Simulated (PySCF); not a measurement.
```xyz
16

C     2.1627    0.5578   -0.8632
O     1.2583   -0.4810   -0.6497
C     0.5757   -0.3893    0.5660
C    -0.4556   -1.4956    0.6209
C    -1.4499   -1.4284   -0.5412
C    -2.2538   -0.2121   -0.5261
N    -2.8704    0.7668   -0.4892
H     2.6282    0.4051   -1.8468
H     2.9617    0.5751   -0.0960
H     1.6639    1.5465   -0.8583
H     0.0793    0.5994    0.6613
H     1.2755   -0.4819    1.4220
H    -0.9872   -1.4493    1.5839
H     0.0583   -2.4684    0.5744
H    -0.8953   -1.4607   -1.4917
H    -2.1302   -2.2936   -0.5252
```

Geometry: PBE0-D3(BJ)/def2-SVP.

Method: WP04/pcSseg-1, SCF density, in a chloroform solvent model, non-relativistic in PySCF.

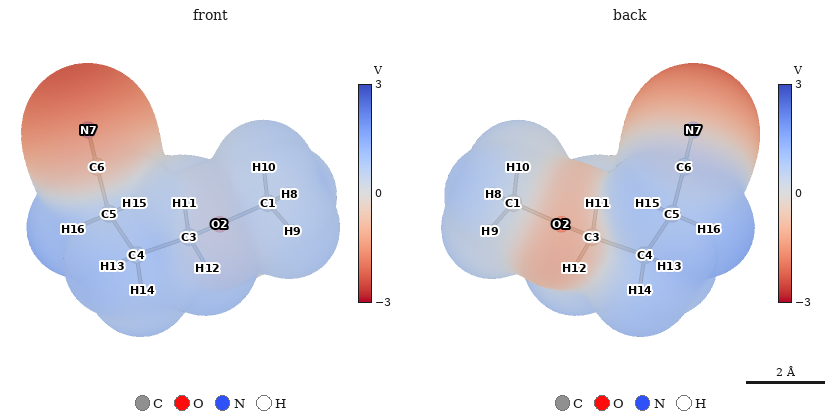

C5H9NO (SMILES COCCCC#N). The molecular electrostatic potential painted on the density surface at 0.002 e/bohr³, seen from the front and from behind; red is negative and blue positive.

Q: Describe the electrostatic potential map.

A: The most negative region (about −2.3 V) lies over N7, the most positive (about +1.4 V) over H16. N7 is the likeliest acceptor of a hydrogen bond.

Q: How polar is the molecule by this calculation?

A: Its dipole moment is 4.32 D.
